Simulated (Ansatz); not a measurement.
The figure comes from a scan of SrTiO3 (cubic perovskite): the cell is scaled evenly about its relaxed volume V₀. These are PBEsol (plane waves to 420 eV, PAW, scalar-relativistic; Ansatz, a quantum-chemistry and plane-wave program) values and carry that method's errors. k mesh 9×9×9 (Γ-centred), Fermi-Dirac smearing 0.05 eV. The energy includes the smearing's −TS. SrTiO3 is run without spin polarisation. SrTiO3 was relaxed with its symmetry unable to fall. ΔE is measured from the relaxed starting cell.

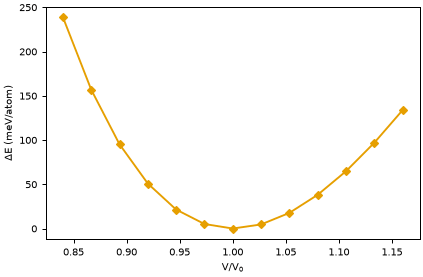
ΔE (meV/atom) against V/V₀; computed points joined by lines.

Question: Read the plotted values off the figure, to the accuracy that the plot allows.

Answer: To the nearest 5:

```
V/V₀   ΔE (meV/atom)
-----  -------------
0.840            240
0.867            155
0.893             95
0.920             50
0.947             20
0.973              5
1.000              0
1.027              5
1.053             20
1.080             40
1.107             65
1.133             95
1.160            135
```

(Under strain, the slope of the energy per volume gives the stress and its curvature an elastic modulus.)
